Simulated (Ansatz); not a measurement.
## AlH4SF: geometry relaxation

AlH4SF, computed with UKS B3LYP/def2-SVP (Ansatz 0.2.0).

The input holds or restrains some coordinates. It belongs to a series of runs on one base structure; here: pulled along the bonds that form and break, towards end B. Figures and captions count atoms from 1; the log counts them from 0 in places.

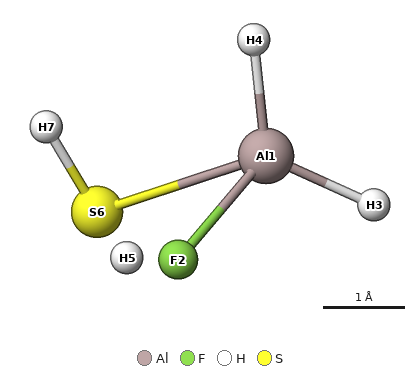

**Figure 1.** The starting structure (ball-and-stick view, seen at a tilt; atoms are numbered from 1 in the order of the input). Sticks mark near contacts.

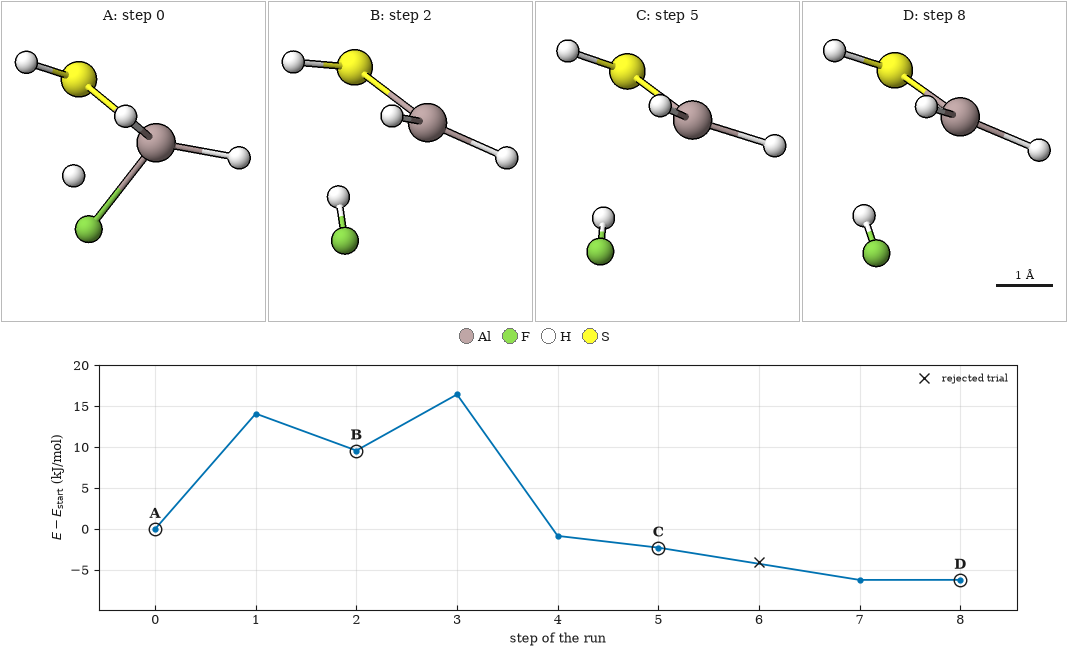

**Figure 2.** Frames of the restrained relaxation (ball-and-stick view, seen at a tilt) above the curves, on which the letters mark them (the first geometry is step 0 here and step 1 in the log).

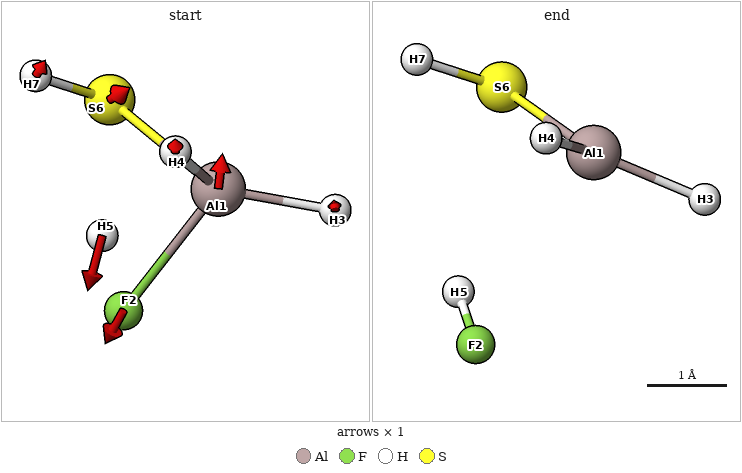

**Figure 3.** Before (left) and after (right) the restrained relaxation, at one scale (ball-and-stick view, seen at a tilt). The red arrows give the displacements, at true length. H5 moves most after the best rigid fit: 0.76 Å. Largest moves by element: H 0.76 Å, F 0.57 Å, Al 0.47 Å, S 0.40 Å. Among the contacts that change: Al1–F2 2.111 → 3.072 Å, Al1–S6 2.638 → 2.249 Å, F2–H5 1.205 → 0.916 Å, Al1–H3 1.529 → 1.578 Å. New bonds form: F2–H5 (1.20 → 0.92 Å). Among the angles that change: H4–Al1–S6 109.3° → 117.7°, Al1–S6–H7 88.2° → 95.0°, H3–Al1–H4 122.9° → 127.5°. The energy falls by 6.22 kJ/mol in 8 geometry steps. The largest force component goes from 2 to 1.2 eV/Å. The line search rejected the trial step at point 6 (counted from 0) and went back. (Atoms are counted from 1 in the order of the input.)

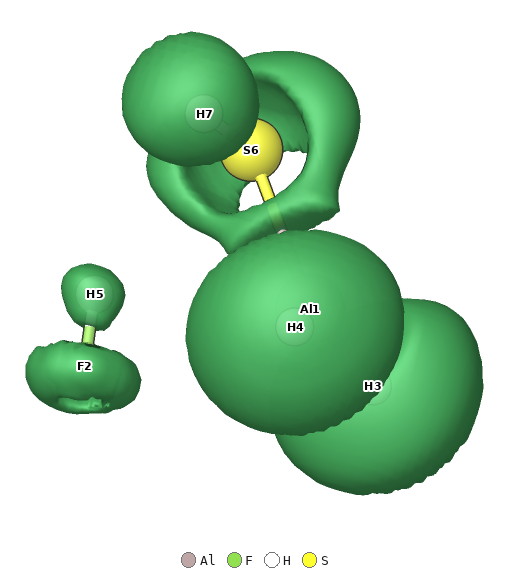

**Figure 4.** Isosurface of the ELF at 0.85 (green), seen at a tilt. Core shells and regions of very low density are left out. Values along the shortest contacts: Al1···F2 (3.07 Å): the ELF is only about 0.05 between them (a non-bonded, intermolecular contact). Al–S (2.25 Å): the ELF peaks at about 0.95 in the valence shell of S, 1.0 Å from its nucleus, and is about 0.90 at the midpoint.

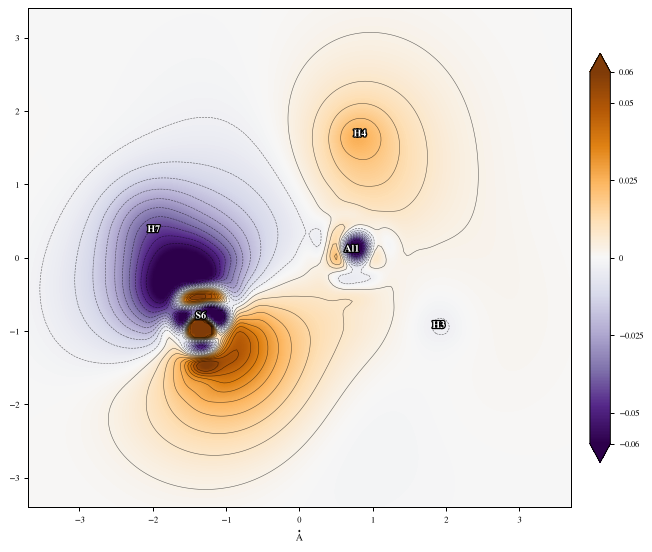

**Figure 5.** The HOMO (β) on the plane of atoms H4, Al1 and S6 (values in Å⁻³ᐟ²; the overall sign is arbitrary). Its energy is −7.65 eV.

The input that produced these results follows, with the program's output.

**Input**
```yaml
crystal:
  periodic: [false, false, false]
  atoms:
    - { symbol: Al, position_ang: [-0.5048, -0.8084, 0.2313] }
    - { symbol: F, position_ang: [-1.2101, 0.8985, -0.7912] }
    - { symbol: H, position_ang: [-0.839, -2.0913, -0.5306] }
    - { symbol: H, position_ang: [-0.7133, -0.6585, 1.7415] }
    - { symbol: H, position_ang: [-0.0112, 1.0019, -0.8537] }
    - { symbol: S, position_ang: [1.6682, 0.5056, -0.4824] }
    - { symbol: H, position_ang: [1.61, 1.1522, 0.6851] }
magnetization:
  spin_polarized: true
basis:
  gaussian: { orbitals: def2-SVP }
hamiltonian:
  xc: b3lyp
relax:
  f_tol: 0.15
  max_steps: 25
  restrain:
    - { distance: [0, 5], at: 2.26, k: 30.0 }
    - { distance: [4, 1], at: 0.88, k: 30.0 }
    - { distance: [0, 1], at: 3.08, k: 30.0 }
    - { distance: [4, 5], at: 2.66, k: 30.0 }
output:
  orbitals: {}
```

Launch command:
```bash
ansatz run input.yaml --threads 2 --pin off --max-ram 3072MiB --backend cpu --events-out ev --progress --plain --runs-dir out
```

**Output**
```
The last accepted step is kept in [file] (removed where the run ends without a failure and the disk answers)
Engine: ansatz 0.2.0, x86_64-unknown-linux-gnu
Functional definition: B3LYP
  parameter a0 = 0.2
  parameter ax = 0.72
  parameter ac = 0.81
  exchange = (1 - a0 - ax)*slater_x + ax*b88_x + a0*exact_x
  correlation = (1 - ac)*vwn_rpa_c + ac*lyp_c
708 factors; integrals over basis functions are off by at most 6.1e-4 eV
mean field evaluation 1: about -20206.9379 eV, gradient 2.1e1 eV
mean field evaluation 2: about -20204.6062 eV, gradient 3.6e1 eV
mean field evaluation 4: about -20208.6127 eV, gradient 1.4e0 eV
mean field evaluation 8: about -20208.6319 eV, gradient 8.5e-3 eV
mean field -20208.63189976 eV, -742.6535244137 hartree, gradient 6.2e-5 eV, S^2 0.000000; 0 other end points of the search recorded, 0 dependent functions left out
the calculation of the forces begins
reference -20208.63213356 eV, -742.6535330057 hartree; 21, 21 occupied and 49, 49 virtual orbitals, 708 factors
relax step   1: F+E_penalty+E_count = -20208.63189976 eV  Δ(F+E_penalty+E_count) = +0.000e0 eV  max|allowed force component| = 1.984e0 eV/Å  E_restraint = 29.15847270 eV  max|allowed force component, restraints' pulls added| = 3.459e1 eV/Å  Δτ_max = 0.0000 Å  (25 SCF iters, accepted)
  distance Al 0 - S 5 = 2.6378 Å
  distance H 4 - F 1 = 1.2050 Å
  distance Al 0 - F 1 = 2.1110 Å
  distance H 4 - S 5 = 1.7901 Å
these checks for a lower state are left out or cut short: starts, cluster_reference, orbital_swaps, neighbouring_geometries, increment
708 factors; integrals over basis functions are off by at most 6.0e-4 eV
mean field evaluation 16: about -20208.4736 eV, gradient 6.0e-1 eV
mean field -20208.48583128 eV, -742.6481564957 hartree, gradient 7.1e-5 eV, S^2 0.000000; 0 other end points of the search recorded, 0 dependent functions left out
the calculation of the forces begins
reference -20208.48606305 eV, -742.6481650132 hartree; 21, 21 occupied and 49, 49 virtual orbitals, 708 factors
relax step   2: F+E_penalty+E_count = -20208.48583128 eV  Δ(F+E_penalty+E_count) = +1.461e-1 eV  max|allowed force component| = 2.616e0 eV/Å  E_restraint = 13.06301966 eV  max|allowed force component, restraints' pulls added| = 2.259e1 eV/Å  Δτ_max = 0.1948 Å  (31 SCF iters, accepted)
  distance Al 0 - S 5 = 2.5497 Å
  distance H 4 - F 1 = 1.0535 Å
  distance Al 0 - F 1 = 2.4199 Å
  distance H 4 - S 5 = 2.0933 Å
these checks for a lower state are left out or cut short: starts, cluster_reference, orbital_swaps, neighbouring_geometries, increment
708 factors; integrals over basis functions are off by at most 5.7e-4 eV
mean field -20208.53258079 eV, -742.6498745087 hartree, gradient 6.6e-5 eV, S^2 0.000000; 0 other end points of the search recorded, 0 dependent functions left out
the calculation of the forces begins
reference -20208.53281200 eV, -742.6498830054 hartree; 21, 21 occupied and 49, 49 virtual orbitals, 708 factors
relax step   3: F+E_penalty+E_count = -20208.53258079 eV  Δ(F+E_penalty+E_count) = -4.675e-2 eV  max|allowed force component| = 1.942e0 eV/Å  E_restraint = 3.54283060 eV  max|allowed force component, restraints' pulls added| = 9.165e0 eV/Å  Δτ_max = 0.1943 Å  (29 SCF iters, accepted)
  distance Al 0 - S 5 = 2.4286 Å
  distance H 4 - F 1 = 0.9138 Å
  distance Al 0 - F 1 = 2.7247 Å
  distance H 4 - S 5 = 2.3765 Å
these checks for a lower state are left out or cut short: starts, cluster_reference, orbital_swaps, neighbouring_geometries, increment
708 factors; integrals over basis functions are off by at most 7.1e-4 eV
mean field evaluation 32: about -20208.4615 eV, gradient 1.9e-5 eV
mean field -20208.46153756 eV, -742.6472637182 hartree, gradient 1.9e-5 eV, S^2 0.000000; 0 other end points of the search recorded, 0 dependent functions left out
the calculation of the forces begins
reference -20208.46176954 eV, -742.6472722434 hartree; 21, 21 occupied and 49, 49 virtual orbitals, 708 factors
relax step   4: F+E_penalty+E_count = -20208.46153756 eV  Δ(F+E_penalty+E_count) = +7.104e-2 eV  max|allowed force component| = 4.104e0 eV/Å  E_restraint = 0.09749299 eV  max|allowed force component, restraints' pulls added| = 4.879e0 eV/Å  Δτ_max = 0.1944 Å  (28 SCF iters, accepted)
  distance Al 0 - S 5 = 2.2715 Å
  distance H 4 - F 1 = 0.8755 Å
  distance Al 0 - F 1 = 3.0090 Å
  distance H 4 - S 5 = 2.6239 Å
these checks for a lower state are left out or cut short: starts, cluster_reference, orbital_swaps, neighbouring_geometries, increment
708 factors; integrals over basis functions are off by at most 6.9e-4 eV
mean field -20208.64065153 eV, -742.6538460352 hartree, gradient 2.0e-5 eV, S^2 0.000000; 0 other end points of the search recorded, 0 dependent functions left out
the calculation of the forces begins
reference -20208.64088254 eV, -742.6538545245 hartree; 21, 21 occupied and 49, 49 virtual orbitals, 708 factors
relax step   5: F+E_penalty+E_count = -20208.64065153 eV  Δ(F+E_penalty+E_count) = -1.791e-1 eV  max|allowed force component| = 9.495e-1 eV/Å  E_restraint = 0.02542333 eV  max|allowed force component, restraints' pulls added| = 6.360e-1 eV/Å  Δτ_max = 0.1947 Å  (28 SCF iters, accepted)
  distance Al 0 - S 5 = 2.2516 Å
  distance H 4 - F 1 = 0.9190 Å
  distance Al 0 - F 1 = 3.0734 Å
  distance H 4 - S 5 = 2.6679 Å
these checks for a lower state are left out or cut short: starts, cluster_reference, orbital_swaps, neighbouring_geometries, increment
708 factors; integrals over basis functions are off by at most 7.0e-4 eV
mean field -20208.65552067 eV, -742.6543924660 hartree, gradient 1.5e-5 eV, S^2 0.000000; 0 other end points of the search recorded, 0 dependent functions left out
the calculation of the forces begins
reference -20208.65575650 eV, -742.6544011327 hartree; 21, 21 occupied and 49, 49 virtual orbitals, 708 factors
relax step   6: F+E_penalty+E_count = -20208.65552067 eV  Δ(F+E_penalty+E_count) = -1.487e-2 eV  max|allowed force component| = 1.012e0 eV/Å  E_restraint = 0.02426052 eV  max|allowed force component, restraints' pulls added| = 3.673e-1 eV/Å  Δτ_max = 0.2000 Å  (27 SCF iters, accepted)
  distance Al 0 - S 5 = 2.2513 Å
  distance H 4 - F 1 = 0.9178 Å
  distance Al 0 - F 1 = 3.0703 Å
  distance H 4 - S 5 = 2.6556 Å
these checks for a lower state are left out or cut short: starts, cluster_reference, orbital_swaps, neighbouring_geometries, increment
708 factors; integrals over basis functions are off by at most 6.9e-4 eV
mean field -20208.67406876 eV, -742.6550740958 hartree, gradient 6.2e-5 eV, S^2 0.000000; 0 other end points of the search recorded, 0 dependent functions left out
the calculation of the forces begins
reference -20208.67430346 eV, -742.6550827209 hartree; 21, 21 occupied and 49, 49 virtual orbitals, 708 factors
relax step   7: F+E_penalty+E_count = -20208.67406876 eV  Δ(F+E_penalty+E_count) = -1.855e-2 eV  max|allowed force component| = 1.606e0 eV/Å  E_restraint = 0.11422530 eV  max|allowed force component, restraints' pulls added| = 4.028e0 eV/Å  Δτ_max = 0.1952 Å  (31 SCF iters, rejected (line search))
  distance Al 0 - S 5 = 2.2503 Å
  distance H 4 - F 1 = 0.9663 Å
  distance Al 0 - F 1 = 3.0720 Å
  distance H 4 - S 5 = 2.6608 Å
these checks for a lower state are left out or cut short: starts, cluster_reference, orbital_swaps, neighbouring_geometries, increment
708 factors; integrals over basis functions are off by at most 7.0e-4 eV
mean field -20208.69638684 eV, -742.6558942698 hartree, gradient 1.0e-5 eV, S^2 0.000000; 0 other end points of the search recorded, 0 dependent functions left out
the calculation of the forces begins
reference -20208.69662144 eV, -742.6559028913 hartree; 21, 21 occupied and 49, 49 virtual orbitals, 708 factors
relax step   8: F+E_penalty+E_count = -20208.69638684 eV  Δ(F+E_penalty+E_count) = -4.087e-2 eV  max|allowed force component| = 1.032e0 eV/Å  E_restraint = 0.02441852 eV  max|allowed force component, restraints' pulls added| = 1.976e-1 eV/Å  Δτ_max = 0.0975 Å  (28 SCF iters, accepted)
  distance Al 0 - S 5 = 2.2493 Å
  distance H 4 - F 1 = 0.9177 Å
  distance Al 0 - F 1 = 3.0724 Å
  distance H 4 - S 5 = 2.6543 Å
these checks for a lower state are left out or cut short: starts, cluster_reference, orbital_swaps, neighbouring_geometries, increment
708 factors; integrals over basis functions are off by at most 7.0e-4 eV
mean field evaluation 64: about -20208.6963 eV, gradient 2.5e-4 eV
mean field -20208.69633356 eV, -742.6558923121 hartree, gradient 6.9e-6 eV, S^2 0.000000; 0 other end points of the search recorded, 0 dependent functions left out
the calculation of the forces begins
reference -20208.69656808 eV, -742.6559009304 hartree; 21, 21 occupied and 49, 49 virtual orbitals, 708 factors
relax step   9: F+E_penalty+E_count = -20208.69633356 eV  Δ(F+E_penalty+E_count) = +5.327e-5 eV  max|allowed force component| = 1.170e0 eV/Å  E_restraint = 0.02186488 eV  max|allowed force component, restraints' pulls added| = 6.672e-2 eV/Å  Δτ_max = 0.1000 Å  (28 SCF iters, accepted)
  distance Al 0 - S 5 = 2.2494 Å
  distance H 4 - F 1 = 0.9155 Å
  distance Al 0 - F 1 = 3.0717 Å
  distance H 4 - S 5 = 2.6564 Å
708 factors; integrals over basis functions are off by at most 7.0e-4 eV
mean field -20208.69633356 eV, -742.6558923121 hartree, gradient 6.9e-6 eV, S^2 0.000000; 1 other end points of the search recorded, 0 dependent functions left out
the calculation of the forces begins
reference -20208.69656808 eV, -742.6559009304 hartree; 21, 21 occupied and 49, 49 virtual orbitals, 708 factors
Total energy: -20208.69656808 eV, -742.6559009304 hartree
Atom 0 at    -0.135420    -1.004546     0.461160 Å, force     0.153184     0.318546    -0.301167 eV/Å
Atom 1 at    -1.413302     1.295010    -1.124553 Å, force    -0.966581    -0.325264     0.304839 eV/Å
Atom 2 at    -0.671035    -2.096935    -0.543134 Å, force     0.023287     0.002348     0.047381 eV/Å
Atom 3 at    -0.610309    -0.748945     1.941448 Å, force    -0.028414     0.018428     0.008631 eV/Å
Atom 4 at    -0.515681     1.419521    -1.254941 Å, force     1.169881     0.094890    -0.122212 eV/Å
Atom 5 at     1.624921     0.177139    -0.290285 Å, force    -0.367328    -0.108742     0.023611 eV/Å
Atom 6 at     1.720626     0.958755     0.810305 Å, force     0.015971    -0.000206     0.038917 eV/Å
Dipole moment:     0.175265     0.044689     0.183436 e Å
```

**Trajectory as extended XYZ (Å, eV, eV/Å), 9 frames, from step=1 to step=9**
```
7
Properties=species:S:1:pos:R:3:forces:R:3 step=1 energy=-20208.63190
Al   -0.5048   -0.8084    0.2313    0.4459   1.7991  -0.9724
F    -1.2101    0.8985   -0.7912    1.9503  -1.3447   0.7712
H    -0.8390   -2.0913   -0.5306   -0.0413  -0.4212  -0.5755
H    -0.7133   -0.6585    1.7415   -0.0531   0.2851   0.6138
H    -0.0112    1.0019   -0.8537   -0.4032   0.0698  -0.0010
S     1.6682    0.5056   -0.4824   -1.9841  -0.6675  -0.2905
H     1.6100    1.1522    0.6851    0.0855   0.2795   0.4543
7
Properties=species:S:1:pos:R:3:forces:R:3 step=2 energy=-20208.48583
Al   -0.3544   -0.8893    0.2816    1.0451   1.3605  -0.7895
F    -1.2475    1.0390   -0.8758    2.6160  -0.9145   0.5372
H    -0.8375   -2.0982   -0.5365   -0.0096  -0.3173  -0.4869
H    -0.7123   -0.6565    1.7521   -0.1085   0.2573   0.6140
H    -0.1943    1.0552   -0.8933   -1.7240   0.3236  -0.2501
S     1.7343    0.3952   -0.4171   -1.9416  -0.8148   0.1574
H     1.6116    1.1544    0.6891    0.1226   0.1053   0.2178
7
Properties=species:S:1:pos:R:3:forces:R:3 step=3 energy=-20208.53258
Al   -0.1896   -0.9765    0.3361    0.8159   0.9346  -0.5386
F    -1.2792    1.1633   -0.9516   -1.5035  -0.4546   0.3243
H    -0.8367   -2.0999   -0.5420    0.2241  -0.0970  -0.2354
H    -0.7145   -0.6527    1.7596    0.0037   0.1440   0.3687
H    -0.3660    1.1306   -0.9444    1.9416   0.2890  -0.2878
S     1.7720    0.2817   -0.3475   -1.6000  -0.6176   0.4581
H     1.6139    1.1535    0.6898    0.1181  -0.1984  -0.0894
7
Properties=species:S:1:pos:R:3:forces:R:3 step=4 energy=-20208.46154
Al   -0.0509   -1.0534    0.3926   -0.3147   0.5750  -0.1395
F    -1.3556    1.2659   -1.0119   -3.8218  -0.2343   0.2885
H    -0.7966   -2.0979   -0.5451    0.4390  -0.0157  -0.0126
H    -0.7005   -0.6508    1.7740    0.1653  -0.0273   0.0991
H    -0.4803    1.2603   -1.0334    4.1042   0.1100  -0.2668
S     1.7653    0.1437   -0.2618   -0.6425   0.1155   0.2554
H     1.6184    1.1323    0.6855    0.0704  -0.5230  -0.2241
7
Properties=species:S:1:pos:R:3:forces:R:3 step=5 energy=-20208.64065
Al   -0.0900   -1.0560    0.4380    0.3271   0.9211  -0.1693
F    -1.3893    1.3211   -1.0135   -0.7193  -0.2580   0.2804
H    -0.6644   -2.1082   -0.5082   -0.1410  -0.6052  -0.4464
H    -0.6681   -0.6784    1.8256   -0.0703   0.0542   0.4101
H    -0.4886    1.3821   -1.1849    0.9495   0.0264  -0.1667
S     1.6859    0.1160   -0.2983   -0.4636   0.3251   0.5251
H     1.6143    1.0233    0.7413    0.1176  -0.4636  -0.4331
7
Properties=species:S:1:pos:R:3:forces:R:3 step=6 energy=-20208.65552
Al   -0.1776   -0.9775    0.4360    0.4589   0.0908  -0.1384
F    -1.3806    1.4348   -1.0338   -0.8258  -0.2113   0.4097
H    -0.6164   -2.1636   -0.5164   -0.0954   0.1671   0.0023
H    -0.5875   -0.7685    1.9428   -0.1321   0.0799  -0.0290
H    -0.5340    1.3392   -1.3749    1.0121  -0.0056  -0.2245
S     1.6030    0.1902   -0.2953   -0.3796   0.0240   0.2847
H     1.6929    0.9454    0.8415   -0.0381  -0.1449  -0.3048
7
Properties=species:S:1:pos:R:3:forces:R:3 step=7 energy=-20208.67407 accepted=F
Al   -0.1327   -1.0245    0.4507    0.1598   0.3803  -0.2885
F    -1.4145    1.3064   -1.0858    1.6064   0.0781  -0.0975
H    -0.6575   -2.1478   -0.5147    0.0082  -0.0528  -0.0269
H    -0.6244   -0.7337    1.9143   -0.0412   0.0370   0.0669
H    -0.4737    1.4655   -1.2387   -1.3866  -0.3701   0.2847
S     1.6371    0.1438   -0.3020   -0.3862   0.2088   0.3466
H     1.6654    0.9902    0.7763    0.0396  -0.2813  -0.2853
7
Properties=species:S:1:pos:R:3:forces:R:3 step=8 energy=-20208.69639
Al   -0.1358   -1.0048    0.4424    0.1794   0.3357  -0.1824
F    -1.4116    1.3596   -1.0482   -0.8242  -0.2696   0.3385
H    -0.6216   -2.1506   -0.5245   -0.0179   0.0194   0.0005
H    -0.6464   -0.7073    1.9059   -0.0076  -0.0025  -0.0288
H    -0.5265    1.3853   -1.2894    1.0319   0.0407  -0.1661
S     1.6239    0.1801   -0.3052   -0.3494  -0.0828   0.1492
H     1.7179    0.9378    0.8190   -0.0121  -0.0409  -0.1109
7
Properties=species:S:1:pos:R:3:forces:R:3 step=9 energy=-20208.69633
Al   -0.1354   -1.0045    0.4612    0.1532   0.3185  -0.3012
F    -1.4133    1.2950   -1.1246   -0.9666  -0.3253   0.3048
H    -0.6710   -2.0969   -0.5431    0.0233   0.0023   0.0474
H    -0.6103   -0.7489    1.9414   -0.0284   0.0184   0.0086
H    -0.5157    1.4195   -1.2549    1.1699   0.0949  -0.1222
S     1.6249    0.1771   -0.2903   -0.3673  -0.1087   0.0236
H     1.7206    0.9588    0.8103    0.0160  -0.0002   0.0389
```

**Results in brief**

| quantity | value |
| --- | --- |
| outcome | converged under the restraints of the input |
| total energy | −20208.6966 eV |
| mean-field energy | −20208.6966 eV |
| largest force (length of the vector) at the end, held atoms and coordinates included | 1.180 eV/Å |
| hardware | 2 threads of Intel Xeon (Sapphire Rapids), 16 GiB of memory available, shared host |
| wall time | 15 s (CPU time 29 s) |
| peak memory | 0.2 GiB |
